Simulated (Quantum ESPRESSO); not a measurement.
# Gap and tunnelling decay at a withheld lattice constant: TlSrBr3, cubic perovskite type

**Set-up.** Quantum ESPRESSO 7.5 (pw.x, pwcond.x with ikind = 0), PBE, GBRV ultrasoft, cubic crystals. κ is the slowest decay along [001] at mid-gap among three points across the current.

```tsv
a (Å)	gap on the mesh (eV)	κ (1/Å)
5.631	3.245	0.295
5.811	3.195	0.309
5.991	3.127	0.317
6.350	2.947	0.326
```

One more run was made and is withheld. What are gap and κ at a = 6.170 Å?

**Worked estimate.** A line through the rows at 5.991 and 6.350 Å gives a gap of 3.127 + 0.499 × (2.947 − 3.127) = 3.04 eV and κ = 0.321 1/Å. The two-band model κ = 0.5123 √(m* E_g/4) needs m* = 0.490 at 5.991 Å; with that mass and the new gap, κ = 0.312 1/Å.

**Check.** The gap is 3.044 eV and κ = 0.322 1/Å. The line misses the gap by −0.007 eV and κ by −0.2 %; the two-band estimate misses κ by −3.0 %.

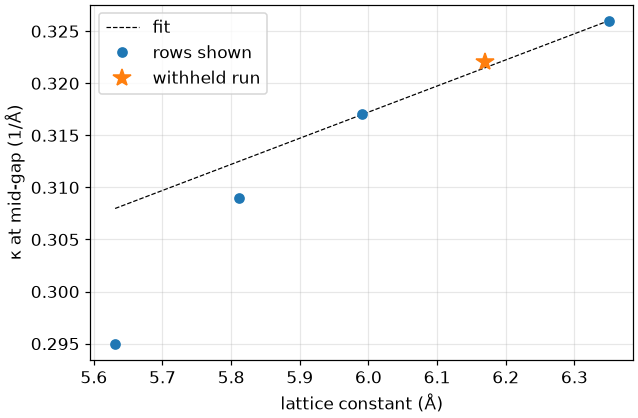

The rows shown, the fit and the withheld run.

**Limits.** The structure type is imposed. Local and semilocal gaps and decay constants are too small; no spin-orbit coupling. For an indirect gap m* is a fitting number alone.

[Logs are printed without paths, hosts, clocks, repeated set-up lines and the standing remarks that a program may print on its own settings, such as how far it seeks lower states.]
